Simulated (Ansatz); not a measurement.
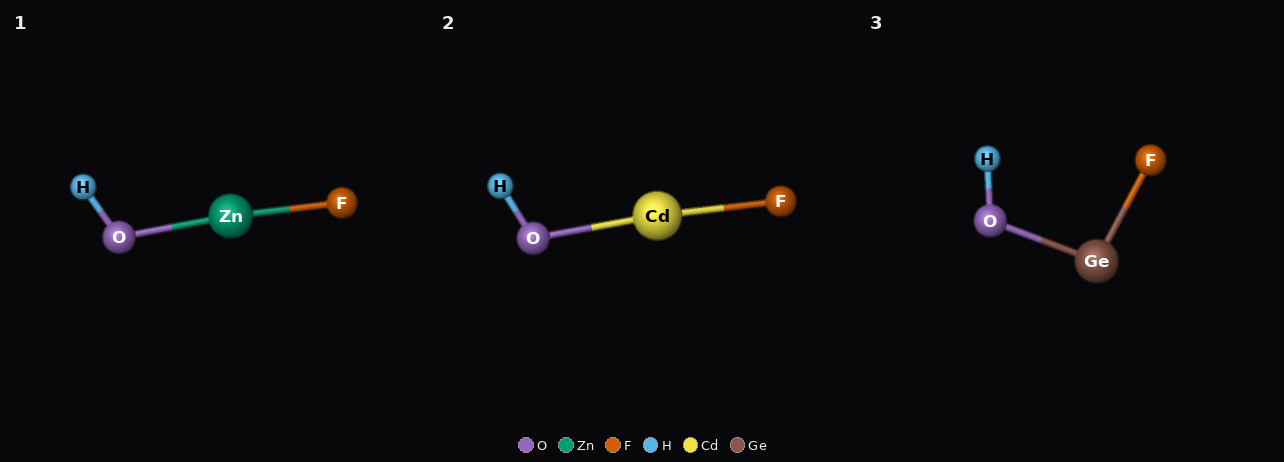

3 molecules with one skeleton, seen from the same side and at one scale. Each species is neutral and a spin singlet. Computed geometries: PBE0-D4/def2-TZVP optimisations, one conformation each. Properties computed with Ansatz 0.2.0. Elements past Kr carry core potentials.

One atom differs, called X below: Zn in panel 1, Cd in panel 2, Ge in panel 3. Their formulas are FHOZn (`[OH][Zn][F]`), CdFHO (`[OH][Cd][F]`), FGeHO (`[OH][Ge][F]`).

Question: Rank them by the HOMO–LUMO gap, lowest first (ωB97M-V/def2-SVP).

Answer: 3 (Ge), 2 (Cd), 1 (Zn).

Question: Rank them by the harmonic zero-point energy, lowest first (PBE0-D4/def2-TZVP).

Answer: 2 (Cd), 1 (Zn), 3 (Ge).

Give the values. With PBE0-D4/def2-TZVP: length of X–F (Å), length of X–O (Å), angle O–X–F (°), harmonic zero-point energy (kJ/mol). With ωB97M-V/def2-SVP: HOMO energy (Kohn–Sham orbital) (eV), HOMO–LUMO gap (eV). With PBE-D4/def2-TZVPP: dipole moment (D), vertical ionisation energy (eV).

| quantity | 1 (Zn) | 2 (Cd) | 3 (Ge) |
| --- | --- | --- | --- |
| length of X–F (Å) | 1.739 | 1.928 | 1.767 |
| length of X–O (Å) | 1.759 | 1.952 | 1.771 |
| angle O–X–F (°) | 176.0 | 176.3 | 97.0 |
| HOMO energy (Kohn–Sham orbital) (eV) | −10.59 | −10.52 | −10.45 |
| HOMO–LUMO gap (eV) | 11.06 | 10.71 | 10.63 |
| dipole moment (D) | 1.95 | 2.02 | 0.54 |
| vertical ionisation energy (eV) | 11.18 | 10.70 | 10.71 |
| harmonic zero-point energy (kJ/mol) | 38.3 | 37.0 | 40.5 |
